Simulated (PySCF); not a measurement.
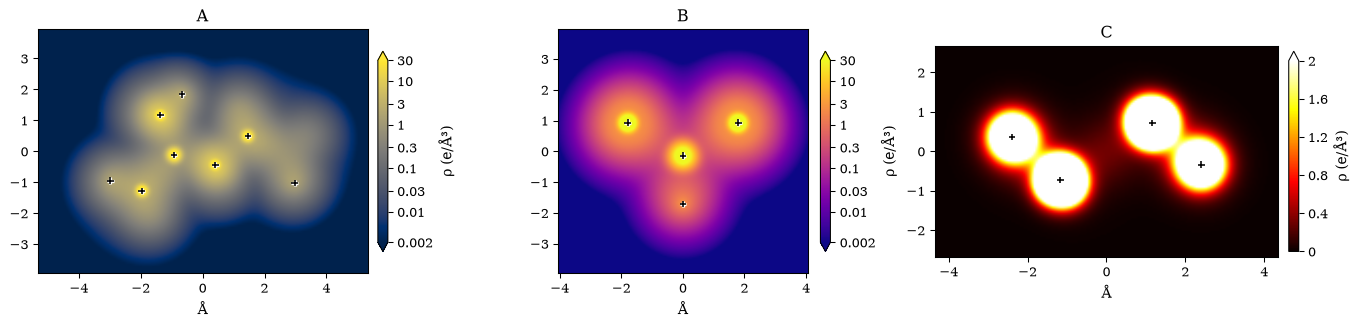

The electron density of 3 systems, each on a plane through atoms (crosses mark nuclei in the plane).

Computed with DFT single point, gas phase, functional r2SCAN (PySCF).

System 1: O$_{4}$Ti$_{2}$ (charge +1, doublet), the plane of atoms Ti2, Ti4 and O5. Geometry: PBE-D3(BJ)/def2-SVP.

| atom | x (Å) | y (Å) | z (Å) |
| --- | --- | --- | --- |
| O | 1.4276 | 0.9519 | -1.7048 |
| Ti | 1.3169 | -0.0517 | -0.4080 |
| O | -0.2128 | -0.9908 | -0.7707 |
| Ti | -1.3177 | -0.0360 | 0.3717 |
| O | -1.4679 | -1.0252 | 1.6539 |
| O | 0.2413 | 0.8886 | 0.7426 |

System 2: AlCl$_{2}$H (SMILES [Cl][AlH][Cl]), the molecular plane. Geometry: PBE0-D3(BJ)/def2-SVP.

```yaml
atoms:
  - { symbol: Cl, position_ang: [-1.7814, -0.9436, -0.0058] }
  - { symbol: Al, position_ang: [0.0037, 0.1491, -0.0134] }
  - { symbol: Cl, position_ang: [1.8129, -0.9026, 0.0167] }
  - { symbol: H, position_ang: [-0.0134, 1.7158, -0.0406] }
```

System 3: C$_{4}$H$_{11}$BO$_{2}$ (SMILES CB(O)OC(C)C), the plane of atoms B2, O3 and H11. Geometry: PBE0-D3(BJ)/ma-def2-SVP.

```xyz
18

C     2.6635    1.0582    0.3281
B     1.5148    0.0187    0.0715
O     1.8430   -1.2647   -0.2740
O     0.2189    0.4326    0.2263
C    -0.9198   -0.3825    0.0310
C    -2.0047    0.0911    0.9792
C    -1.3525   -0.3325   -1.4256
H     2.7955    1.1963    1.4146
H     3.6252    0.7242   -0.0849
H     2.4093    2.0453   -0.0852
H     1.0914   -1.8563   -0.3751
H    -0.6791   -1.4335    0.2981
H    -2.2677    1.1371    0.7602
H    -1.6593    0.0361    2.0214
H    -2.9096   -0.5259    0.8775
H    -2.2464   -0.9521   -1.5919
H    -1.5892    0.7040   -1.7099
H    -0.5557   -0.6929   -2.0933
```

### Which map belongs to which system?

Panel A is system 3, C$_{4}$H$_{11}$BO$_{2}$: the plane holds C, B, O and H. B–O (1.37 Å): ρ at the midpoint is about 2.1 e/Å³. Panel B is system 2, AlCl$_{2}$H: the plane holds Cl, Al and H. Al–Cl (2.09 Å): ρ at the midpoint is about 0.74 e/Å³. Panel C is system 1, O$_{4}$Ti$_{2}$: the plane holds O and Ti. Ti–O (1.63 Å): the density is about 1.8 e/Å³ at the midpoint.
